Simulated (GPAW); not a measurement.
## Run report: Si$_{2}$H$_{5}$O, calculation of the molecule and its ions (part 1 of 2)

Si$_{2}$H$_{5}$O, multiplicity 2, SMILES O[SiH2][SiH2], computed with PBE/sz(dzp), UKS, scalar-relativistic datasets (GPAW 26.7.0).

The geometry comes from this level: UFF from SMILES.

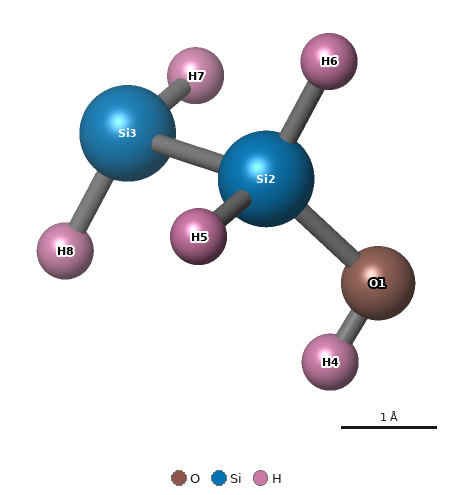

Figure 1. The structure (ball-and-stick view, seen at a tilt; atoms are numbered from 1 in the order of the input). Bond lengths as drawn: H–O 0.99 Å, H–Si 1.47 Å, O–Si 1.72 Å and Si–Si 2.23 Å.

Input file (mol.py):
```python
from ase import Atoms
from ase.io import write
from gpaw import GPAW
from gpaw.utilities.adjust_cell import adjust_cell
from rdkit import Chem
from rdkit.Chem import AllChem

rd = Chem.AddHs(Chem.MolFromSmiles('O[SiH2][SiH2]'))
AllChem.EmbedMolecule(rd, randomSeed=97)
AllChem.UFFOptimizeMolecule(rd)
mol = Atoms([a.GetSymbol() for a in rd.GetAtoms()], positions=rd.GetConformer().GetPositions())
write('start.xyz', mol)
adjust_cell(mol, 4.5, h=0.2)

energies = {}
for name, charge, unpaired in [('neutral', 0, 1), ('oxidised', 1, 0)]:
    mol.set_initial_magnetic_moments([unpaired / len(mol)] * len(mol))
    calc = GPAW(mode='lcao',
                basis='sz(dzp)',
                h=0.2,
                xc='PBE',
                charge=charge,
                occupations={'name': 'fermi-dirac', 'width': 0.0, 'fixmagmom': unpaired > 0},
                maxiter=100,
                symmetry='off',
                txt='-')
    mol.calc = calc
    energies[name] = mol.get_potential_energy()
    print(f'{name:10} {energies[name]:12.5f} eV')

ip = energies['oxidised'] - energies['neutral']
print(f'Vertical IP: {ip:.3f} eV')
```

Hardware: 1 thread of Arm Neoverse V1, 112 GiB of memory available, shared host.

Launched with:
```bash
python mol.py > mol.log
```

Output:
```
[00:00:00] UFFTYPER: Unrecognized charge state for atom: 2
[00:00:00] UFFTYPER: Unrecognized charge state for atom: 2
  __  _  _
 | _ |_)|_||  |
 |__||  | ||/\| - 26.7.0

units:  Angstrom and eV
cores:  1
OpenMP: False

Versions:
  Python: 3.12.14
  ASE:    3.29.0
  Numpy:  2.5.5
  Scipy:  1.18.1
  Libxc:  7.0.0

        _gpaw.cpython-312-aarch64-linux-gnu.so

Input parameters:
  mode=LCAO(),
  basis={'default': 'sz(dzp)'},
  charge=0.0,
  h=0.2,
  maxiter=100,
  occupations=Occupations(name='fermi-dirac', width=0.0, fixmagmom=True),
  symmetry=Symmetry(point_group=False, time_reversal=False),
  xc=XC(name='PBE')
         .------------------------------.
        /|                              |
       / |                              |
      /  |                              |
     /   |                              |
    /    |                              |
   /     |                              |
  /      |                              |
 *       |                              |
 |       |                              |
 |       |       H                      |
 |       |        H      H              |
 |       |       OSi                    |
 |       |     H       Si               |
 |       |             H                |
 |       |                              |
 |       .------------------------------.
 |      /                              /
 |     /                              /
 |    /                              /
 |   /                              /
 |  /                              /
 | /                              /
 |/                              /
 *------------------------------*

Atoms  # Å, Bohr magnetons
|   | symbol |        x |        y |        z |    initial magnetic moments |
|---|--------|----------|----------|----------|-----------------------------|
| 0 |      O | 4.628290 | 7.335591 | 6.037528 | ( 0.0000,  0.0000,  0.1250) |
| 1 |     Si | 5.346821 | 5.903541 | 6.652621 | ( 0.0000,  0.0000,  0.1250) |
| 2 |     Si | 7.522907 | 5.883109 | 6.147568 | ( 0.0000,  0.0000,  0.1250) |
| 3 |      H | 5.050539 | 8.068433 | 6.552676 | ( 0.0000,  0.0000,  0.1250) |
| 4 |      H | 5.181677 | 5.857528 | 8.113274 | ( 0.0000,  0.0000,  0.1250) |
| 5 |      H | 4.695381 | 4.731567 | 6.049246 | ( 0.0000,  0.0000,  0.1250) |
| 6 |      H | 7.683758 | 5.928435 | 4.686726 | ( 0.0000,  0.0000,  0.1250) |
| 7 |      H | 8.171710 | 7.058199 | 6.747754 | ( 0.0000,  0.0000,  0.1250) |

Unit cell  # Å
| periodic |         x |         y |         z |   lengths |    angles |
|----------|-----------|-----------|-----------|-----------|-----------|
|       no | 12.800000 |  0.000000 |  0.000000 | 12.800000 | 90.000000 |
|       no |  0.000000 | 12.800000 |  0.000000 | 12.800000 | 90.000000 |
|       no |  0.000000 |  0.000000 | 12.800000 | 12.800000 | 90.000000 |

Number of symmetries: 1
Symmetry operations  # r_c * U_cc + t_c -> r_c
|   | kind |            matrix            |
|---|------|------------------------------|
| 0 |  E   |  1, 0, 0,  0, 1, 0,  0, 0, 1 |

BZ-sampling:
  Number of BZ points: 1
  Number of IBZ points: 1

  Monkhorst-Pack size: [1, 1, 1]
  Monkhorst-Pack shift: [0, 0, 0]

K-points  # in reciprocal-cell coordinates
|   |                                coordinates |     weight |
|---|--------------------------------------------|------------|
| 0 | (  0.00000000,   0.00000000,   0.00000000) | 1.00000000 |

basis functions: 17
Spin-components: 2 (collinear spins)
Bands:           16
Projectors:      30
Spin-degeneracy: 1
Datatype:        <class 'float'>

  Storage: CPU
  Wave functions: 4_352 bytes (4_352 per core)

Parallelization:
  kpt:    1
  domain: 1
  band:   1

Density:
  Valence electrons: 19.0
  Components: 2
  Grid points: [64 64 64]
  Charge: 0.0  # |e|

Potential:
  Grid points: [64 64 64]

species:
  O:
    name:    Oxygen
    Z:       8.0
    valence: 6
    core:    2
    charge:  0.0  # [|e|]
    file:    O.PBE.gz
    compensation charges:
      type: gauss
      rc: 0.21  # [Å]
      lmax: 2
    cutoffs:
      filter: 1.17  # [Å]
      core: 0.83  # [Å]
    projectors
    | kind |    occ | energy [eV] | rcut [Å] |
    |------|--------|-------------|----------|
    |   2s |  2.000 |     -23.961 |    0.688 |
    |   2p |  4.000 |      -9.029 |    0.598 |
    |    s |        |       3.251 |    0.688 |
    |    p |        |      18.182 |    0.598 |
    |    d |        |       0.000 |    0.619 |

    LCAO basis set for O:
      Name: sz(dzp)
      File: O.dzp.basis.gz
      Number of radial functions: 2
      Number of spherical harmonics: 4
        l=0, rc=4.3438 Bohr: 2s-sz confined orbital
        l=1, rc=5.3906 Bohr: 2p-sz confined orbital
      Number of RI-basis functions 0

  Si:
    name:    Silicon
    Z:       14.0
    valence: 4
    core:    10
    charge:  0.0  # [|e|]
    file:    Si.PBE.gz
    compensation charges:
      type: gauss
      rc: 0.33  # [Å]
      lmax: 2
    cutoffs:
      filter: 1.86  # [Å]
      core: 2.06  # [Å]
    projectors
    | kind |    occ | energy [eV] | rcut [Å] |
    |------|--------|-------------|----------|
    |   3s |  2.000 |     -10.812 |    1.058 |
    |   3p |  2.000 |      -4.081 |    1.058 |
    |    s |        |      16.399 |    1.058 |
    |    p |        |      23.130 |    1.058 |
    |    d |        |       0.000 |    1.058 |

    LCAO basis set for Si:
      Name: sz(dzp)
      File: Si.dzp.basis.gz
      Number of radial functions: 2
      Number of spherical harmonics: 4
        l=0, rc=6.8594 Bohr: 3s-sz confined orbital
        l=1, rc=9.0625 Bohr: 3p-sz confined orbital
      Number of RI-basis functions 0

  H:
    name:    Hydrogen
    Z:       1.0
    valence: 1
    core:    0
    charge:  0.0  # [|e|]
    file:    H.PBE.gz
    compensation charges:
      type: gauss
      rc: 0.15  # [Å]
      lmax: 2
    cutoffs:
      filter: 0.85  # [Å]
      core: 0.53  # [Å]
    projectors
    | kind |    occ | energy [eV] | rcut [Å] |
    |------|--------|-------------|----------|
    |   1s |  1.000 |      -6.494 |    0.476 |
    |    s |        |      20.717 |    0.476 |
    |    p |        |       0.000 |    0.476 |

    LCAO basis set for H:
      Name: sz(dzp)
      File: H.dzp.basis.gz
      Number of radial functions: 1
      Number of spherical harmonics: 1
        l=0, rc=6.4219 Bohr: 1s-sz confined orbital
      Number of RI-basis functions 0

Reference energy: -17875.991613  # eV

eigensolver:
  <gpaw.new.lcao.eigensolver.LCAOEigensolver object at 0xe2f010069f70>
density mixing:
  MSR1-Mixer
  Pratt-step length: 0.05
  Maximum mixing coefficient: 0.75
  Old densities: 10
  SVD Regularization: 0.005
  Good broyden scale: 1.0
  Trust region scale: 1.0
  Backstep threshold: 4.0
  History deletion threshold: 6.0
  Fourier metric: weight=20.0, sigma=0.015

occupation numbers:
  Fixed magnetic moment: 1.000
  # Zero width

FastPoissonSolver using
    Stencil: 6*3+1=19 point O(h^6) finite-difference Laplacian
    FFT axes: []
    FST axes: [np.int64(0), np.int64(1), np.int64(2)]

xc functional:
  name: PBE with 2 nearest neighbor stencil
interpolation: tri-quintic # 5. degree polynomial

         .------------------------------.
        /|                              |
       / |                              |
      /  |                              |
     /   |                              |
    /    |                              |
   /     |                              |
  /      |                              |
 *       |                              |
 |       |                              |
 |       |       H                      |
 |       |        H      H              |
 |       |       OSi                    |
 |       |     H       Si               |
 |       |             H                |
 |       |                              |
 |       .------------------------------.
 |      /                              /
 |     /                              /
 |    /                              /
 |   /                              /
 |  /                              /
 | /                              /
 |/                              /
 *------------------------------*

Atoms  # Å, Bohr magnetons
|   | symbol |        x |        y |        z |    initial magnetic moments |
|---|--------|----------|----------|----------|-----------------------------|
| 0 |      O | 4.628290 | 7.335591 | 6.037528 | ( 0.0000,  0.0000,  0.1250) |
| 1 |     Si | 5.346821 | 5.903541 | 6.652621 | ( 0.0000,  0.0000,  0.1250) |
| 2 |     Si | 7.522907 | 5.883109 | 6.147568 | ( 0.0000,  0.0000,  0.1250) |
| 3 |      H | 5.050539 | 8.068433 | 6.552676 | ( 0.0000,  0.0000,  0.1250) |
| 4 |      H | 5.181677 | 5.857528 | 8.113274 | ( 0.0000,  0.0000,  0.1250) |
| 5 |      H | 4.695381 | 4.731567 | 6.049246 | ( 0.0000,  0.0000,  0.1250) |
| 6 |      H | 7.683758 | 5.928435 | 4.686726 | ( 0.0000,  0.0000,  0.1250) |
| 7 |      H | 8.171710 | 7.058199 | 6.747754 | ( 0.0000,  0.0000,  0.1250) |

Unit cell  # Å
| periodic |         x |         y |         z |   lengths |    angles |
|----------|-----------|-----------|-----------|-----------|-----------|
|       no | 12.800000 |  0.000000 |  0.000000 | 12.800000 | 90.000000 |
|       no |  0.000000 | 12.800000 |  0.000000 | 12.800000 | 90.000000 |
|       no |  0.000000 |  0.000000 | 12.800000 | 12.800000 | 90.000000 |

Number of symmetries: 1
Symmetry operations  # r_c * U_cc + t_c -> r_c
|   | kind |            matrix            |
|---|------|------------------------------|
| 0 |  E   |  1, 0, 0,  0, 1, 0,  0, 0, 1 |

BZ-sampling:
  Number of BZ points: 1
  Number of IBZ points: 1

  Monkhorst-Pack size: [1, 1, 1]
  Monkhorst-Pack shift: [0, 0, 0]

K-points  # in reciprocal-cell coordinates
|   |                                coordinates |     weight |
|---|--------------------------------------------|------------|
| 0 | (  0.00000000,   0.00000000,   0.00000000) | 1.00000000 |

basis functions: 17
Spin-components: 2 (collinear spins)
Bands:           16
Projectors:      30
Spin-degeneracy: 1
Datatype:        <class 'float'>

  Storage: CPU
  Wave functions: 4_352 bytes (4_352 per core)

Parallelization:
  kpt:    1
  domain: 1
  band:   1

Density:
  Valence electrons: 19.0
  Components: 2
  Grid points: [64 64 64]
  Charge: 0.0  # |e|

Potential:
  Grid points: [64 64 64]

species:
  O:
    name:    Oxygen
    Z:       8.0
    valence: 6
    core:    2
    charge:  0.0  # [|e|]
    file:    O.PBE.gz
    compensation charges:
      type: gauss
      rc: 0.21  # [Å]
      lmax: 2
    cutoffs:
      filter: 1.17  # [Å]
      core: 0.83  # [Å]
    projectors
    | kind |    occ | energy [eV] | rcut [Å] |
    |------|--------|-------------|----------|
    |   2s |  2.000 |     -23.961 |    0.688 |
    |   2p |  4.000 |      -9.029 |    0.598 |
    |    s |        |       3.251 |    0.688 |
    |    p |        |      18.182 |    0.598 |
    |    d |        |       0.000 |    0.619 |

    LCAO basis set for O:
      Name: sz(dzp)
      File: O.dzp.basis.gz
      Number of radial functions: 2
      Number of spherical harmonics: 4
        l=0, rc=4.3438 Bohr: 2s-sz confined orbital
        l=1, rc=5.3906 Bohr: 2p-sz confined orbital
      Number of RI-basis functions 0

  Si:
    name:    Silicon
    Z:       14.0
    valence: 4
    core:    10
    charge:  0.0  # [|e|]
    file:    Si.PBE.gz
    compensation charges:
      type: gauss
      rc: 0.33  # [Å]
      lmax: 2
    cutoffs:
      filter: 1.86  # [Å]
      core: 2.06  # [Å]
    projectors
    | kind |    occ | energy [eV] | rcut [Å] |
    |------|--------|-------------|----------|
    |   3s |  2.000 |     -10.812 |    1.058 |
    |   3p |  2.000 |      -4.081 |    1.058 |
    |    s |        |      16.399 |    1.058 |
    |    p |        |      23.130 |    1.058 |
    |    d |        |       0.000 |    1.058 |

    LCAO basis set for Si:
      Name: sz(dzp)
      File: Si.dzp.basis.gz
      Number of radial functions: 2
      Number of spherical harmonics: 4
        l=0, rc=6.8594 Bohr: 3s-sz confined orbital
        l=1, rc=9.0625 Bohr: 3p-sz confined orbital
      Number of RI-basis functions 0

  H:
    name:    Hydrogen
    Z:       1.0
    valence: 1
    core:    0
    charge:  0.0  # [|e|]
    file:    H.PBE.gz
    compensation charges:
      type: gauss
      rc: 0.15  # [Å]
      lmax: 2
    cutoffs:
      filter: 0.85  # [Å]
      core: 0.53  # [Å]
    projectors
    | kind |    occ | energy [eV] | rcut [Å] |
    |------|--------|-------------|----------|
    |   1s |  1.000 |      -6.494 |    0.476 |
    |    s |        |      20.717 |    0.476 |
    |    p |        |       0.000 |    0.476 |

    LCAO basis set for H:
      Name: sz(dzp)
      File: H.dzp.basis.gz
      Number of radial functions: 1
      Number of spherical harmonics: 1
        l=0, rc=6.4219 Bohr: 1s-sz confined orbital
      Number of RI-basis functions 0

Reference energy: -17875.991613  # eV

eigensolver:
  <gpaw.new.lcao.eigensolver.LCAOEigensolver object at 0xe2f0100caae0>
density mixing:
  MSR1-Mixer
  Pratt-step length: 0.05
  Maximum mixing coefficient: 0.75
  Old densities: 10
  SVD Regularization: 0.005
  Good broyden scale: 1.0
  Trust region scale: 1.0
  Backstep threshold: 4.0
  History deletion threshold: 6.0
  Fourier metric: weight=20.0, sigma=0.015

occupation numbers:
  Fixed magnetic moment: 1.000
  # Zero width

FastPoissonSolver using
    Stencil: 6*3+1=19 point O(h^6) finite-difference Laplacian
    FFT axes: []
    FST axes: [np.int64(0), np.int64(1), np.int64(2)]

xc functional:
  name: PBE with 2 nearest neighbor stencil
interpolation: tri-quintic # 5. degree polynomial

Initialization done in: 4.579 s

convergence criteria:
- Maximum [total energy] change in last 3 cyles: 0.0005 eV / valence electron
- Maximum integral of absolute [dens]ity change: 0.0001 electrons / valence electron
- Maximum integral of absolute [eigenst]ate change: 4e-08 eV^2 / valence electron
maximum number of iterations: 100

SCF iterations
|iter     |     time |      energy | eigst |  dens |  magmom |
|---------|----------|-------------|-------|-------|---------|
|iter:   1| 00:00:05 |  -26.975399 |      c|       |  +0.9993|
|iter:   2| 00:00:06 |  -26.472491 |      c| -0.62 |  +0.9993|
|iter:   3| 00:00:07 |  -24.670881 |      c| -0.65 |  +0.9998|
|iter:   4| 00:00:08 |  -24.659811 |      c| -1.23 |  +0.9999|
|iter:   5| 00:00:09 |  -24.616543 |      c| -1.40 |  +1.0000|
|iter:   6| 00:00:10 |  -24.619368 |      c| -1.86 |  +1.0000|
|iter:   7| 00:00:11 |  -24.619657c|      c| -2.50 |  +1.0000|
|iter:   8| 00:00:12 |  -24.619718c|      c| -2.93 |  +1.0000|
|iter:   9| 00:00:14 |  -24.619731c|      c| -3.36 |  +1.0000|
|iter:  10| 00:00:15 |  -24.619731c|      c| -4.01c|  +1.0000|

Converged in 10 steps
SCF loop duration: 9.923 s (0.992 s/step)
Energy contributions relative to reference atoms: (reference = -17875.991613)
```
